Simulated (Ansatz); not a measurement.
## Electronic structure of BH₄N···H₄OSi in real space

```xyz
12

B     1.7495   -1.1005   -0.5911
N     1.7151    0.2798   -0.3153
H     2.3970   -1.8152    0.1309
H     1.1049   -1.5138   -1.5223
H     0.0543    0.1936    0.9049
O    -0.7760    0.4577    1.3653
Si   -2.1174    0.4437    0.3653
H     2.2897    0.7197    0.4052
H     1.2587    0.9583   -0.9272
H    -1.9115    1.2659   -0.8870
H    -2.5273   -0.9356   -0.0841
H    -3.2370    1.0463    1.1556
```

Theory: Ansatz 0.2.0, RKS PBE-D4/6-31G*.

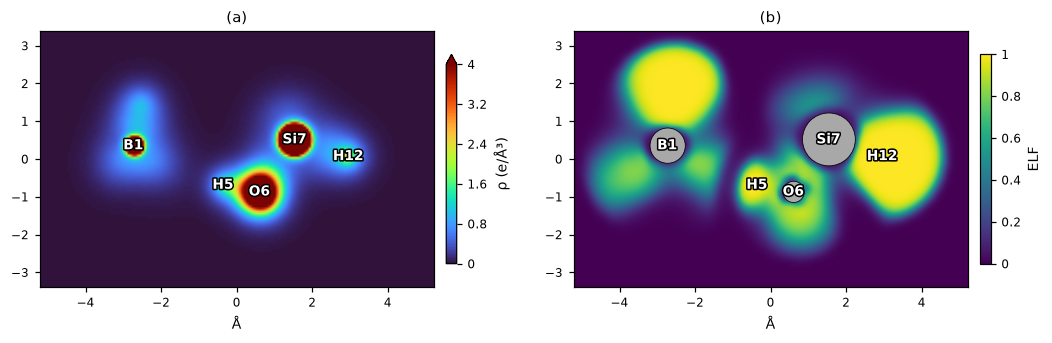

Figure 1. (a) total electron density; (b) ELF on the plane of atoms O6, Si7 and H12. Grey discs cover the atomic cores in the ELF map.

What does the map show?

Answer. Atoms in the plane: B, H, O and Si.
Si–O (1.67 Å): ρ is about 1.1 e/Å³ halfway; the ELF peaks at about 0.85 between the atoms: a polar covalent bond.
O–H (0.99 Å): ρ is about 3.5 e/Å³ halfway; the ELF climbs to about 1 towards the hydrogen, as it does in any bond to H; an ordinary covalent bond to hydrogen.
Si–H (1.50 Å): ρ at the midpoint is about 0.77 e/Å³; the ELF climbs to about 1 towards the hydrogen.
The ELF also peaks beside O6, away from the bonds: lone-pair regions.

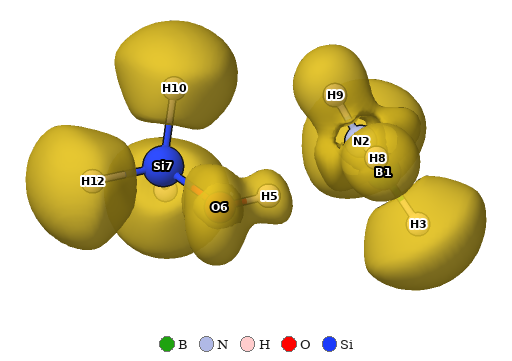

Figure 2. Isosurface of the ELF at 0.75 (yellow), seen from one side. Core shells and regions of very low density are left out.

Describe the localisation domains.

Answer. The surface consists of five regions around hydrogen nuclei, one joined region spread over several atoms (H, N), in which their bonds and any lone pairs are merged and one joined region spread over several atoms (H, O), in which their bonds and any lone pairs are merged. Profiles from the grid: N2···H5 (2.06 Å): the ELF dips to about 0.10 between them; by its geometry a hydrogen bond between the two molecules, with no shared pair. B–N (1.41 Å): the ELF peaks at about 0.95 between the atoms, as expected for a shared but strongly polarised pair.

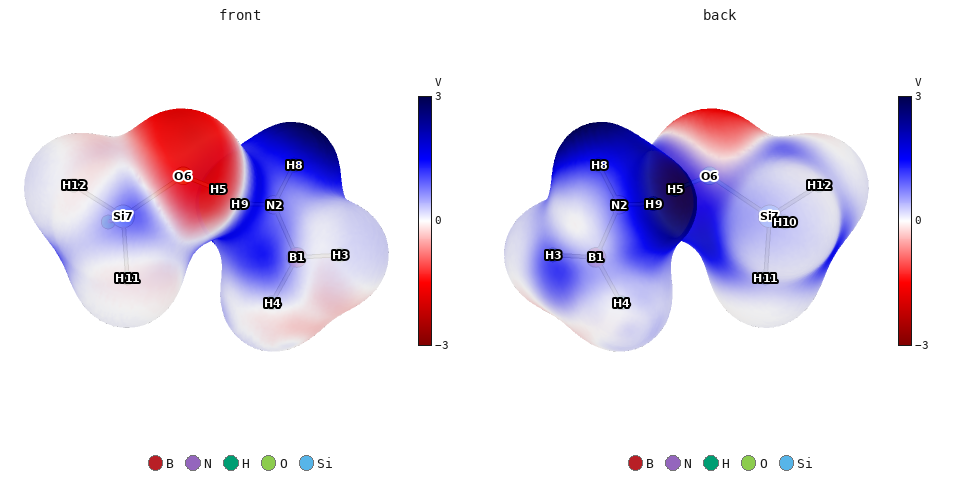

Figure 3. The electrostatic potential painted on the density surface at 0.004 e/bohr³, seen from the front and from behind; the colour scale runs from red (negative) to blue (positive).

Describe the electrostatic potential map.

Answer. The most negative region (about −1.8 V) lies over O6, the most positive (about +2.9 V) over H8 and H9. O6 is the likeliest acceptor of a hydrogen bond.

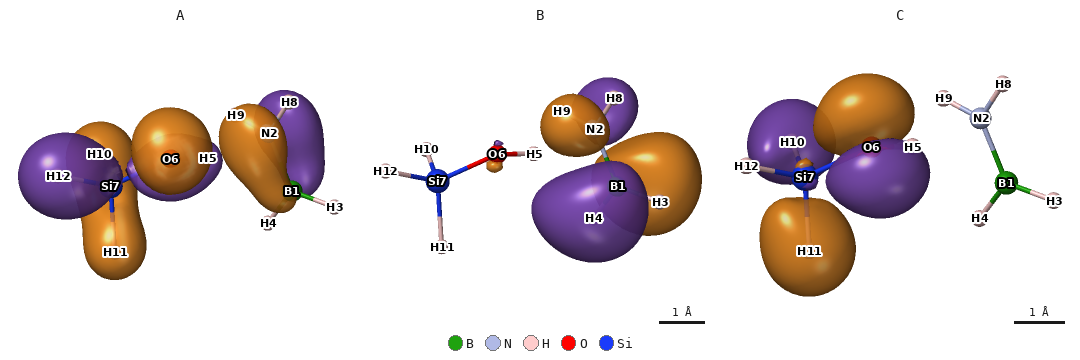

Figure 4. Three frontier orbitals at ±0.1 Å⁻³ᐟ² (orange and purple are the two phases), in no order.

Order the three orbitals by energy and name them.

Answer. A is the HOMO−1 (−7.34 eV). Its weight (Hirshfeld) is mainly on O6 (about 35 %), N2 (about 15 %), Si7 (about 15 %), H12 (about 10 %) and H10 (about 5 %). C is the HOMO (−6.58 eV). Its weight (Hirshfeld) is mainly on O6 (about 60 %), H11 (about 10 %) and H10 (about 10 %). B is the LUMO (−1.04 eV). It lies mainly on B1 (about 60 %), N2 (about 20 %), H4 (about 5 %) and H3 (about 5 %).

What is the HOMO–LUMO gap?

Answer. 5.54 eV between the orbital energies.
